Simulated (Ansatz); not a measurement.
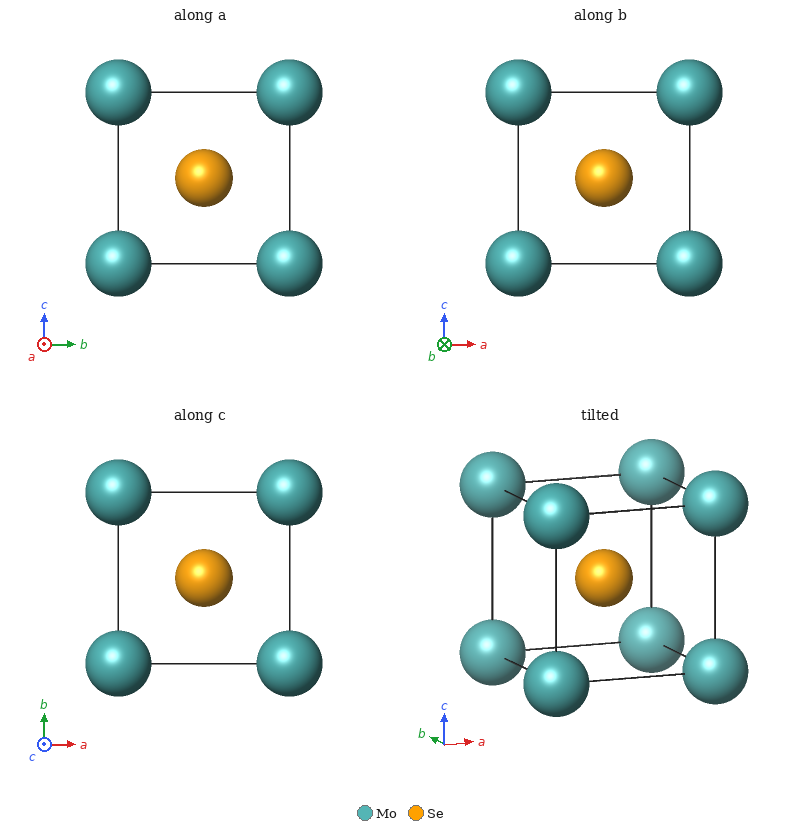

Spheres-only drawing of the structure, looking along the a axis, along the b axis, along the c axis and slightly off an axis. Lines trace the edges of the conventional unit cell.

Lattice parameters: a = 3.578 Å, b = 3.578 Å, c = 3.578 Å, α = 90.00°, β = 90.00°, γ = 90.00°.

Give the structure in the form of a table of Wyckoff sites.

Space group Pm-3m (No. 221).
```
atom  site       x       y       z
  Mo    1a  0.0000  0.0000  0.0000
  Se    1b  0.5000  0.5000  0.5000
```

The initial geometry was a structure type filled with these elements by a generator (whether the compound takes this form wasn't checked). Earlier steps of the study, as a rule a relaxation of our own, may have changed the cell and positions, so they can lie some per cent off the listed ones. A calculation with Ansatz used it as input.
